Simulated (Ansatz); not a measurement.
# Nudged elastic band, with input and output: BPNH₇O (part 1 of 2)

BPNH₇O, computed with RKS B3LYP-D4/def2-SVP (Ansatz 0.2.0).

It belongs to a series of runs on one base structure; here: band between the two ends. Figures and captions count atoms from 1; the log counts them from 0 in places.

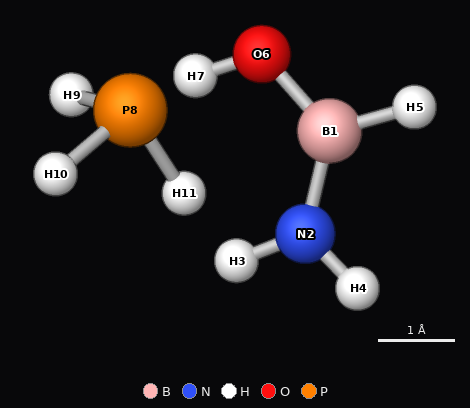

**Figure 1.** The starting structure (ball-and-stick view, seen at a tilt; atoms are numbered from 1 in the order of the input). Bond lengths as drawn: B–H 1.21 Å, B–N 1.41 Å, B–O 1.37 Å, H–N 1.01 Å, H–O 0.97 Å and H–P 1.43 Å.

### Input
```yaml
crystal:
  periodic: [false, false, false]
  atoms:
    - { symbol: B, position_ang: [0.206343, -0.63244, 0.164269] }
    - { symbol: "N", position_ang: [0.142815, -0.859491, 1.554498] }
    - { symbol: H, position_ang: [-0.671077, -0.686857, 2.134994] }
    - { symbol: H, position_ang: [0.928251, -1.237906, 2.068335] }
    - { symbol: H, position_ang: [1.227259, -0.881023, -0.430953] }
    - { symbol: O, position_ang: [-0.827843, -0.125753, -0.574808] }
    - { symbol: H, position_ang: [-1.636502, 0.036909, -0.072752] }
    - { symbol: P, position_ang: [-0.560639, 3.045357, 0.795525] }
    - { symbol: H, position_ang: [-1.876156, 2.483153, 0.743325] }
    - { symbol: H, position_ang: [-0.888242, 3.875745, 1.915918] }
    - { symbol: H, position_ang: [-0.056309, 1.993906, 1.62175] }
basis:
  gaussian: { orbitals: def2-SVP }
hamiltonian:
  xc: b3lyp
  dispersion: d4
neb:
  order_check: false
  images: 7
  f_tol: 0.05
  max_iterations: 60
  final_atoms:
    - { symbol: B, position_ang: [-0.21278907, 0.44288599, 0.28339948] }
    - { symbol: "N", position_ang: [-0.14925858, -0.09151951, 1.83659052] }
    - { symbol: H, position_ang: [-0.00366392, -1.10683007, 1.85139801] }
    - { symbol: H, position_ang: [0.59383968, 0.36487308, 2.36907457] }
    - { symbol: H, position_ang: [0.90892239, 0.21140694, -0.17231833] }
    - { symbol: O, position_ang: [-1.31110887, -0.32695519, -0.22978038] }
    - { symbol: H, position_ang: [-1.34455361, -0.29108563, -1.19077322] }
    - { symbol: P, position_ang: [-0.51433225, 2.43149681, 0.31849438] }
    - { symbol: H, position_ang: [-1.50132192, 2.48187147, 1.36305626] }
    - { symbol: H, position_ang: [0.56544817, 2.79100548, 1.19355097] }
    - { symbol: H, position_ang: [-1.04328201, 0.10445063, 2.29740875] }
  initial_path:
    images:
      - { positions_ang: [[0.206343, -0.63244, 0.164269], [0.142815, -0.859491, 1.554498], [-0.671077, -0.686857, 2.134994], [0.928251, -1.237906, 2.068335], [1.227259, -0.881023, -0.430953], [-0.827843, -0.125753, -0.574808], [-1.636502, 0.036909, -0.072752], [-0.560639, 3.045357, 0.795525], [-1.876156, 2.483153, 0.743325], [-0.888242, 3.875745, 1.915918], [-0.056309, 1.993906, 1.62175]] }
      - { positions_ang: [[0.15311081, -0.47336608, 0.1218666], [0.1007024, -0.65025078, 1.63946867], [-0.73186863, -0.5850513, 2.20423971], [0.90927451, -0.87346614, 2.1604085], [1.17782505, -0.66403836, -0.47078312], [-0.92593095, -0.08343706, -0.6116217], [-1.66547645, -0.17063926, -0.18718686], [-0.48030878, 2.80379654, 0.77618171], [-1.79339372, 2.49851477, 0.66013851], [-0.67702415, 3.4357344, 1.96794619], [-0.0790101, 1.77380327, 1.65944279]] }
      - { positions_ang: [[0.09987862, -0.31429216, 0.07946421], [0.05858981, -0.44101057, 1.72443934], [-0.79266025, -0.4832456, 2.27348543], [0.89029803, -0.50902628, 2.25248201], [1.1283911, -0.44705371, -0.51061325], [-1.02401891, -0.04112112, -0.64843541], [-1.69445089, -0.37818752, -0.30162173], [-0.39997855, 2.56223608, 0.75683842], [-1.71063144, 2.51387654, 0.57695202], [-0.46580631, 2.9957238, 2.01997439], [-0.10171121, 1.55370054, 1.69713557]] }
      - { positions_ang: [[0.04664643, -0.15521824, 0.03706181], [0.01647721, -0.23177035, 1.80941001], [-0.85345188, -0.3814399, 2.34273114], [0.87132154, -0.14458643, 2.34455551], [1.07895715, -0.23006907, -0.55044337], [-1.12210686, 0.00119481, -0.68524911], [-1.72342534, -0.58573577, -0.41605659], [-0.31964833, 2.32067563, 0.73749513], [-1.62786916, 2.52923831, 0.49376553], [-0.25458846, 2.5557132, 2.07200258], [-0.12441231, 1.33359781, 1.73482836]] }
      - { positions_ang: [[-0.00658576, 0.00385568, -0.00534058], [-0.02563538, -0.02253013, 1.89438069], [-0.9142435, -0.2796342, 2.41197685], [0.85234505, 0.21985343, 2.43662901], [1.0295232, -0.01308442, -0.5902735], [-1.22019481, 0.04351075, -0.72206281], [-1.75239979, -0.79328403, -0.53049145], [-0.2393181, 2.07911517, 0.71815184], [-1.54510687, 2.54460008, 0.41057904], [-0.04337061, 2.1157026, 2.12403077], [-0.14711341, 1.11349508, 1.77252114]] }
      - { positions_ang: [[-0.05813659, 0.11361326, 0.06684443], [-0.05654118, -0.03977748, 1.87993314], [-0.68659861, -0.48643317, 2.27183214], [0.78771871, 0.25610834, 2.4197404], [0.99937299, 0.04303842, -0.4857847], [-1.24292333, -0.04910573, -0.59899221], [-1.65043824, -0.66773443, -0.6955619], [-0.30807164, 2.16721058, 0.61823747], [-1.53416064, 2.52891793, 0.64869834], [0.10883408, 2.28452832, 1.89141082], [-0.37115556, 0.86123397, 1.90374305]] }
      - { positions_ang: [[-0.10968742, 0.22337084, 0.13902945], [-0.08744698, -0.05702482, 1.8654856], [-0.45895371, -0.69323213, 2.13168743], [0.72309237, 0.29236326, 2.40285179], [0.96922279, 0.09916126, -0.38129591], [-1.26565184, -0.14172222, -0.4759216], [-1.5484767, -0.54218483, -0.86063234], [-0.37682518, 2.25530599, 0.51832311], [-1.5232144, 2.51323577, 0.88681765], [0.26103878, 2.45335404, 1.65879087], [-0.59519771, 0.60897285, 2.03496495]] }
      - { positions_ang: [[-0.16123824, 0.33312842, 0.21121447], [-0.11835278, -0.07427217, 1.85103806], [-0.23130882, -0.9000311, 1.99154272], [0.65846602, 0.32861817, 2.38596318], [0.93907259, 0.1552841, -0.27680712], [-1.28838035, -0.2343387, -0.35285099], [-1.44651515, -0.41663523, -1.02570278], [-0.44557872, 2.3434014, 0.41840874], [-1.51226816, 2.49755362, 1.12493696], [0.41324347, 2.62217976, 1.42617092], [-0.81923986, 0.35671174, 2.16618685]] }
      - { positions_ang: [[-0.21278907, 0.44288599, 0.28339948], [-0.14925858, -0.09151951, 1.83659052], [-0.00366392, -1.10683007, 1.85139801], [0.59383968, 0.36487308, 2.36907457], [0.90892239, 0.21140694, -0.17231833], [-1.31110887, -0.32695519, -0.22978038], [-1.34455361, -0.29108563, -1.19077322], [-0.51433225, 2.43149681, 0.31849438], [-1.50132192, 2.48187147, 1.36305626], [0.56544817, 2.79100548, 1.19355097], [-1.04328201, 0.10445063, 2.29740875]] }
```

Launch command:
```bash
ansatz run input.yaml --threads 2 --pin off --max-ram 3072MiB --backend cpu --events-out ev --progress --plain --runs-dir out
```

### The program's output
```
Engine: ansatz 0.2.0, aarch64-unknown-linux-gnu
Functional definition: B3LYP
  parameter a0 = 0.2
  parameter ax = 0.72
  parameter ac = 0.81
  exchange = (1 - a0 - ax)*slater_x + ax*b88_x + a0*exact_x
  correlation = (1 - ac)*vwn_rpa_c + ac*lyp_c
1026 factors; integrals over basis functions are off by at most 3.1e-4 eV
mean field evaluation 1: about -13604.9028 eV, gradient 6.4e1 eV
mean field evaluation 2: about -13597.0689 eV, gradient 8.9e1 eV
mean field evaluation 4: about -13612.8439 eV, gradient 3.0e0 eV
mean field evaluation 8: about -13612.8906 eV, gradient 5.2e-2 eV
mean field -13612.89057853 eV, -500.2645016124 hartree, gradient 6.5e-5 eV, S^2 0.000000; 0 other end points of the search recorded, 0 dependent functions left out
the calculation of the forces begins
reference -13612.89083745 eV, -500.2645111273 hartree; 21, 21 occupied and 74, 74 virtual orbitals, 1026 factors
1026 factors; integrals over basis functions are off by at most 1.1e-3 eV
mean field evaluation 16: about -13594.7461 eV, gradient 9.5e1 eV
mean field -13612.22245427 eV, -500.2399484986 hartree, gradient 2.8e-5 eV, S^2 0.000000; 0 other end points of the search recorded, 0 dependent functions left out
[... from here on the field's lines of each further geometry are left out, up to the last ...]
NEB iter   1: max|band force component| = 4.471e1 eV/Å  barrier→ = 13.3802 eV  barrier← = 12.7897 eV  Δτ_max = 0.1998 Å  (229 SCF iters)
NEB iter   2: max|band force component| = 3.994e0 eV/Å  barrier→ = 3.7871 eV  barrier← = 3.1966 eV  Δτ_max = 0.2000 Å  (227 SCF iters)
NEB iter   3: max|band force component| = 2.761e0 eV/Å  barrier→ = 2.7253 eV  barrier← = 2.1347 eV  Δτ_max = 0.1983 Å  (201 SCF iters)
NEB iter   4: max|band force component| = 1.533e0 eV/Å  barrier→ = 2.3212 eV  barrier← = 1.7306 eV  Δτ_max = 0.1904 Å  (204 SCF iters)
NEB iter   5: max|band force component| = 1.454e0 eV/Å  barrier→ = 2.1953 eV  barrier← = 1.6047 eV  Δτ_max = 0.1961 Å  (202 SCF iters)
NEB iter   6: max|band force component| = 9.801e-1 eV/Å  barrier→ = 1.7596 eV  barrier← = 1.1691 eV  Δτ_max = 0.1795 Å  (202 SCF iters)
NEB iter   7: max|band force component| = 1.009e0 eV/Å  barrier→ = 1.3944 eV  barrier← = 0.8038 eV  Δτ_max = 0.0880 Å  (199 SCF iters)
NEB iter   8: max|band force component| = 6.056e-1 eV/Å  barrier→ = 1.4318 eV  barrier← = 0.8412 eV  Δτ_max = 0.0902 Å  (195 SCF iters)
NEB iter   9: max|band force component| = 1.677e0 eV/Å  barrier→ = 1.4155 eV  barrier← = 0.8250 eV  CI = image 3  Δτ_max = 0.0897 Å  (204 SCF iters)
NEB iter  10: max|band force component| = 1.607e0 eV/Å  barrier→ = 1.3872 eV  barrier← = 0.7966 eV  CI = image 3  Δτ_max = 0.1787 Å  (201 SCF iters)
NEB iter  11: max|band force component| = 1.554e0 eV/Å  barrier→ = 1.4431 eV  barrier← = 0.8525 eV  CI = image 3  Δτ_max = 0.1985 Å  (197 SCF iters)
NEB iter  12: max|band force component| = 1.377e0 eV/Å  barrier→ = 1.6828 eV  barrier← = 1.0923 eV  CI = image 3  Δτ_max = 0.1997 Å  (202 SCF iters)
NEB iter  13: max|band force component| = 2.164e0 eV/Å  barrier→ = 2.2630 eV  barrier← = 1.6724 eV  CI = image 3  Δτ_max = 0.0998 Å  (199 SCF iters)
NEB iter  14: max|band force component| = 1.655e0 eV/Å  barrier→ = 2.2373 eV  barrier← = 1.6468 eV  CI = image 3  Δτ_max = 0.2000 Å  (196 SCF iters)
NEB iter  15: max|band force component| = 4.455e-1 eV/Å  barrier→ = 2.1242 eV  barrier← = 1.5337 eV  CI = image 3  Δτ_max = 0.1934 Å  (198 SCF iters)
NEB iter  16: max|band force component| = 3.192e-1 eV/Å  barrier→ = 2.1097 eV  barrier← = 1.5192 eV  CI = image 3  Δτ_max = 0.1981 Å  (200 SCF iters)
NEB iter  17: max|band force component| = 7.476e-1 eV/Å  barrier→ = 2.1008 eV  barrier← = 1.5102 eV  CI = image 3  Δτ_max = 0.0992 Å  (195 SCF iters)
NEB iter  18: max|band force component| = 7.785e-1 eV/Å  barrier→ = 2.0971 eV  barrier← = 1.5066 eV  CI = image 3  Δτ_max = 0.0501 Å  (193 SCF iters)
NEB iter  19: max|band force component| = 6.378e-1 eV/Å  barrier→ = 2.0934 eV  barrier← = 1.5028 eV  CI = image 3  Δτ_max = 0.0500 Å  (200 SCF iters)
NEB iter  20: max|band force component| = 3.231e-1 eV/Å  barrier→ = 2.0896 eV  barrier← = 1.4991 eV  CI = image 3  Δτ_max = 0.0997 Å  (192 SCF iters)
NEB iter  21: max|band force component| = 3.045e-1 eV/Å  barrier→ = 2.0984 eV  barrier← = 1.5078 eV  CI = image 3  Δτ_max = 0.1003 Å  (195 SCF iters)
NEB iter  22: max|band force component| = 2.406e-1 eV/Å  barrier→ = 2.0850 eV  barrier← = 1.4944 eV  CI = image 3  Δτ_max = 0.0993 Å  (194 SCF iters)
NEB iter  23: max|band force component| = 1.901e-1 eV/Å  barrier→ = 2.0849 eV  barrier← = 1.4944 eV  CI = image 3  Δτ_max = 0.0340 Å  (192 SCF iters)
NEB iter  24: max|band force component| = 1.453e-1 eV/Å  barrier→ = 2.0842 eV  barrier← = 1.4936 eV  CI = image 3  Δτ_max = 0.0357 Å  (177 SCF iters)
NEB iter  25: max|band force component| = 7.643e-2 eV/Å  barrier→ = 2.0837 eV  barrier← = 1.4931 eV  CI = image 3  Δτ_max = 0.0936 Å  (190 SCF iters)
NEB iter  26: max|band force component| = 9.033e-2 eV/Å  barrier→ = 2.0834 eV  barrier← = 1.4928 eV  CI = image 3  Δτ_max = 0.0471 Å  (194 SCF iters)
NEB iter  27: max|band force component| = 1.255e-1 eV/Å  barrier→ = 2.0832 eV  barrier← = 1.4927 eV  CI = image 3  Δτ_max = 0.0237 Å  (181 SCF iters)
NEB iter  28: max|band force component| = 1.421e-1 eV/Å  barrier→ = 2.0830 eV  barrier← = 1.4925 eV  CI = image 3  Δτ_max = 0.0237 Å  (181 SCF iters)
NEB iter  29: max|band force component| = 1.878e-1 eV/Å  barrier→ = 2.0831 eV  barrier← = 1.4925 eV  CI = image 3  Δτ_max = 0.0473 Å  (195 SCF iters)
NEB iter  30: max|band force component| = 2.432e-1 eV/Å  barrier→ = 2.0829 eV  barrier← = 1.4924 eV  CI = image 3  Δτ_max = 0.0946 Å  (195 SCF iters)
NEB iter  31: max|band force component| = 3.396e-1 eV/Å  barrier→ = 2.0828 eV  barrier← = 1.4923 eV  CI = image 3  Δτ_max = 0.1837 Å  (184 SCF iters)
NEB iter  32: max|band force component| = 4.229e-1 eV/Å  barrier→ = 2.0828 eV  barrier← = 1.4923 eV  CI = image 3  Δτ_max = 0.0946 Å  (173 SCF iters)
NEB iter  33: max|band force component| = 4.310e-1 eV/Å  barrier→ = 2.0828 eV  barrier← = 1.4923 eV  CI = image 3  Δτ_max = 0.0473 Å  (170 SCF iters)
NEB iter  34: max|band force component| = 3.577e-1 eV/Å  barrier→ = 2.0828 eV  barrier← = 1.4923 eV  CI = image 3  Δτ_max = 0.0475 Å  (171 SCF iters)
NEB iter  35: max|band force component| = 1.997e-1 eV/Å  barrier→ = 2.0828 eV  barrier← = 1.4923 eV  CI = image 3  Δτ_max = 0.0946 Å  (163 SCF iters)
NEB iter  36: max|band force component| = 1.881e-1 eV/Å  barrier→ = 2.0828 eV  barrier← = 1.4923 eV  CI = image 3  Δτ_max = 0.0944 Å  (165 SCF iters)
NEB iter  37: max|band force component| = 2.709e-1 eV/Å  barrier→ = 2.0828 eV  barrier← = 1.4923 eV  CI = image 3  Δτ_max = 0.0473 Å  (162 SCF iters)
NEB iter  38: max|band force component| = 1.673e-1 eV/Å  barrier→ = 2.0828 eV  barrier← = 1.4923 eV  CI = image 3  Δτ_max = 0.0473 Å  (167 SCF iters)
NEB iter  39: max|band force component| = 7.462e-2 eV/Å  barrier→ = 2.0828 eV  barrier← = 1.4923 eV  CI = image 3  Δτ_max = 0.0944 Å  (161 SCF iters)
NEB iter  40: max|band force component| = 9.357e-2 eV/Å  barrier→ = 2.0828 eV  barrier← = 1.4923 eV  CI = image 3  Δτ_max = 0.0473 Å  (166 SCF iters)
NEB iter  41: max|band force component| = 6.772e-2 eV/Å  barrier→ = 2.0828 eV  barrier← = 1.4923 eV  CI = image 3  Δτ_max = 0.0473 Å  (167 SCF iters)
```
